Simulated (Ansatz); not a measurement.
**Debugging a many-body input for CsPbCl3 (Pm-3m)**

Aim: the G0W0 gap of CsPbCl3 (Pm-3m). The first input has a fault.

Method: G0W0 on PBE, plane waves, PAW, in Ansatz 0.2.0.

### 1. The starting structure

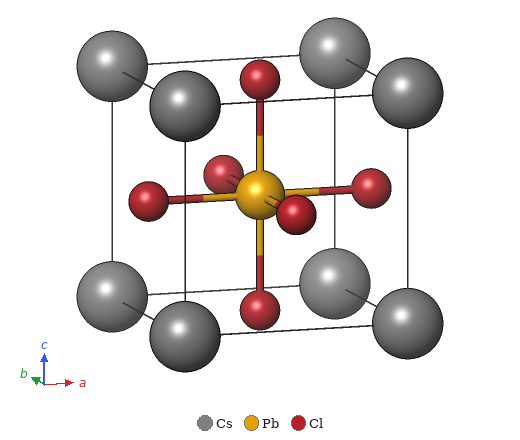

Start, viewed slightly off an axis; caesium grey, lead orange, chlorine red. Some periodic images of atoms are drawn too.

As a file:

```cif
data_structure
_symmetry_space_group_name_H-M 'P 1'
_symmetry_Int_Tables_number 1
_cell_length_a 5.6050
_cell_length_b 5.6050
_cell_length_c 5.6050
_cell_angle_alpha 90.000
_cell_angle_beta 90.000
_cell_angle_gamma 90.000
_cell_volume 176.09
loop_
_atom_site_label
_atom_site_type_symbol
_atom_site_fract_x
_atom_site_fract_y
_atom_site_fract_z
_atom_site_occupancy
Cs1 Cs 0.00000 0.00000 0.00000 1
Pb2 Pb 0.50000 0.50000 0.50000 1
Cl3 Cl 0.50000 0.50000 0.00000 1
Cl4 Cl 0.00000 0.50000 0.50000 1
Cl5 Cl 0.50000 0.00000 0.50000 1
```

The cell and positions come from the Crystallography Open Database and are kept as given unless a step says otherwise. Spin-orbit coupling is left out unless a step names it. The default PAW set here is soft_2. Its files were made with PBE.

### 2. First try

Input file input.yaml:

```yaml
crystal:
  lattice:
    - [5.605, 0.0, 0.0]
    - [0.0, 5.605, 0.0]
    - [0.0, 0.0, 5.605]
  atoms:
    - { symbol: Cs, position: [0.0, 0.0, 0.0] }
    - { symbol: Pb, position: [0.5, 0.5, 0.5] }
    - { symbol: Cl, position: [0.5, 0.5, 0.0] }
    - { symbol: Cl, position: [0.0, 0.5, 0.5] }
    - { symbol: Cl, position: [0.5, 0.0, 0.5] }
kpoints:
  mp_grid: { grid: [2, 2, 2] }
hamiltonian:
  xc: pbe
scf:
  occupations: { method: fixed }
gw:
  n_empty_bands: 4
  ecut_chi: 60
  qp_bands: [v1, c9]
  qp_kpoints: band_edges
  screening: { model: contour_deformation }
```

Started as:

```
$ ansatz run input.yaml --threads 3 --pin off --max-ram 64512MiB --backend cuda --events-out ev --progress --plain --runs-dir out --devices 1 --max-vram 24GiB  # rebuilt from the run's record
```

Numbers of over 12 decimals in the logs are rounded to 6 here.

The program printed:

```text
Error: invalid value for `gw.qp_bands`: [v1, c9] must end among the 26 bands that are solved (gw.n_empty_bands), of which c4 is the highest
```

Run time: 0.09 s. Hardware: 3 threads of AMD EPYC 7R13 (Zen 3), shared host; peak memory 0.12 GiB.

**What went wrong?**

The program refused the input before any cycle.

The program's message: “Error: invalid value for `gw.qp_bands`: [v1, c9] must end among the 26 bands that are solved (gw.n_empty_bands), of which c4 is the highest”

The fault: window above the summed bands. Levels can be corrected only among the bands that are solved.

### 3. A better input

G0W0 replaces the xc potential by the self-energy, built once from these orbitals. Only a window of levels is corrected, while the sums run over the empty bands that the input names.

input.yaml, as its differences from that of step 2:

```diff
@@ -18,5 +18,5 @@
 gw:
-  n_empty_bands: 4
-  ecut_chi: 60
-  qp_bands: [v1, c9]
+  n_empty_bands: 486
+  ecut_chi: 114
+  qp_bands: [v2, c2]
   qp_kpoints: band_edges
```

The program printed:

```text
GPUs: using 1 of 1 available (devices: 1).
[...]
concurrent solve slots: 2 of 3 are kept, ahead of what memory takes: no pass of the eigensolver takes more rounds on 2
device memory: the entry about to start is reckoned to put 1.3 GiB on a device that reports 67.7 GiB free (of which the cap on the GPU budget leaves the run 24.0 GiB)
GPU FFT provider: cuFFT
GPU libraries: cuBLAS 13.8.2, cuFFT 12.4.0, cuSOLVER 12.3.4
Crystal: 5 atoms, lattice volume = 176.087 Å³
Basis set: ecut = 420 eV, 3407 PW (Γ)
Bands: 27, of which v1, the nominal top of the filled ones, is band 22 counted from 1 (21 counted from 0)
Symmetry: 48 space group operations
[...]
k-points: 4 of 8
[...]
GPU buffer pool allocated for 64000 grid points (all kernels)
GPU transforms: local potential and band sums: pruned to the plane-wave sphere, on 40×40×40
[...]
0    21      1.6406   -20.6671     3.3727   -16.2362  0.7213     0.5357     0.5825  root
     0    22      1.6406   -20.6671     3.3727   -16.2362  0.7213     0.5357     0.5825  root
     0    23      7.4768    -3.6993    -3.6029    -7.4098  0.7991     7.5847     7.5843  root
     0    24      8.4138    -3.4619    -3.5678    -7.2804  0.7986     8.6662     8.6646  root
     1    21      1.5286   -20.3576     3.4128   -15.8569  0.7204     0.3903     0.4406  root
     1    22      2.4653   -21.2287     2.5147   -17.8419  0.7365     1.5660     1.5931  root
     1    23      7.1024    -9.1811    -3.8748   -13.5979  0.7658     7.6535     7.6445  root
     1    24      8.8166    -4.4340    -3.7025    -8.4350  0.7916     9.1177     9.1152  root
[...]
3    21      1.9626   -20.9290     3.3510   -16.5120  0.7235     0.8503     0.8966  root
     3    22      4.1396   -21.1093     1.6728   -18.7351  0.7517     3.4233     3.4381  root
     3    23      6.0116    -7.5597    -3.7116   -11.6746  0.7781     6.4194     6.4149  root
     3    24      6.0116    -7.5597    -3.7116   -11.6746  0.7781     6.4194     6.4149  root
[key lines of the parts left out:]
SCF converged after 6 iterations
Free energy (F): -20822.701570 eV
Fermi energy:    4.139591 eV
```

It took 8.9 s on 1 × NVIDIA H100 80GB HBM3 (shared by 3 runs) with 3 threads; peak memory 1.4 GiB.

This step gave:

```yaml
bands_summed: 508
rpa_eps_infinity_on_this_mesh_eigenvalues: 7.658, 7.658, 7.658
plane_waves_in_the_screening_matrix: 461
q_points_in_the_mesh: 8
g0w0_gap_on_the_mesh: 2.977 eV
k_of_the_valence_top: -0.5, -0.5, -0.5
k_of_the_conduction_bottom: -0.5, -0.5, -0.5
starting_gap_on_the_mesh: 1.872 eV
z_at_the_valence_top: 0.7517
z_at_the_conduction_bottom: 0.7781
least_direct_g0w0_gap_on_the_computed_points: 2.977 eV
```

The gap on the mesh goes from 1.87 eV to 2.98 eV, a correction of +1.10 eV. Between the two edge states, bare exchange in place of the xc potential would open the gap by 6.49 eV, and correlation takes back 5.38 eV.

### 4. Results

* first try: refused after 0.09 s
* better run: G0W0 gap on the mesh 2.98 eV (2×2×2 mesh, 486 empty bands, screening to 114 eV)

What this shows: The second run differs in: empty bands, screening cutoff (eV) and levels asked. Bands and cutoff are finite, so the gap is not at the basis limit. The miss can reach some tenths of an eV and take either sign; the mesh is an error of its own. The 2×2×2 mesh is coarse for this cell (its supercell is 11 Å along the shortest edge). The RPA ε∞ on it, from the PBE start, is 7.66; such meshes misread the long-range screening, most where the gap is narrow. Where an edge is built on 6p states of lead, bismuth or thallium, scalar-relativistic gaps usually stand too wide, by a few tenths to over one eV. This is the ideal cubic cell; many perovskites, halides above all, are cubic only on average, and local tilts or off-centring can widen the gap. The many-body steps are scalar-relativistic: spin-orbit coupling is not in them.

[Paths, hosts, dates, memory and timing lines, banners, echoed tables and standing remarks are left out of the program output.]

[Logs are printed without paths, hosts, clocks, repeated set-up lines and the standing remarks that a program may print on its own settings, such as how far it seeks lower states.]

[Runs of the session that timed out or met a known fault of the program may be left out.]

[Cells called generated may have been cut or substituted from an entry of the Crystallography Open Database or the Materials Project.]

[Hosts, paths, dates, database ids (printed as entryN), source tags and the programs' standing remarks are cut or masked in the printed files.]
